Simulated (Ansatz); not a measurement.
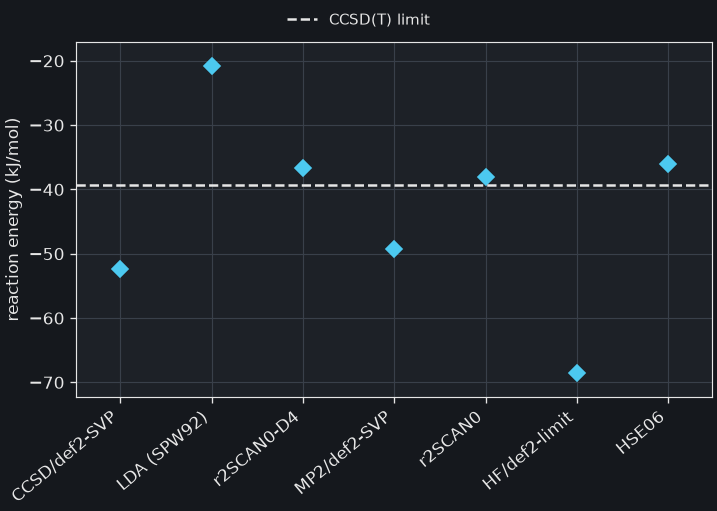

Electronic reaction energy of B₂H₄SO (BB(O)S) + H₂ ([H][H]) → BH₃SO (OBS) + BH₃ (B) (SMILES in brackets) at several levels (functionals in def2-TZVPP unless a basis is named), isolated molecules at PBE0-D4 triple-zeta geometries, minima by their frequencies, no zero-point or thermal terms, the Ansatz code 0.2.0. The line is frozen-core CCSD(T) at the basis limit (MP2 extrapolated from triple and quadruple zeta, plus CCSD(T) less MP2 in a smaller set). No dispersion term is added to r2SCAN0 and HSE06. The distance of CCSD/def2-SVP and MP2/def2-SVP to the limit includes basis error.

Q: What range do the values span, the line included?

A: From −68.5 kJ/mol (HF/def2-limit) to −20.8 kJ/mol (LDA (SPW92)).

Q: Give the values.

A:
```tsv
level	kJ/mol	less CCSD(T) limit
CCSD/def2-SVP	−52.4	−13.1
LDA (SPW92)	−20.8	18.5
r2SCAN0-D4	−36.7	2.7
MP2/def2-SVP	−49.3	−10.0
r2SCAN0	−38.0	1.3
HF/def2-limit	−68.5	−29.1
HSE06	−36.0	3.3
CCSD(T) limit	−39.3	0.0
```
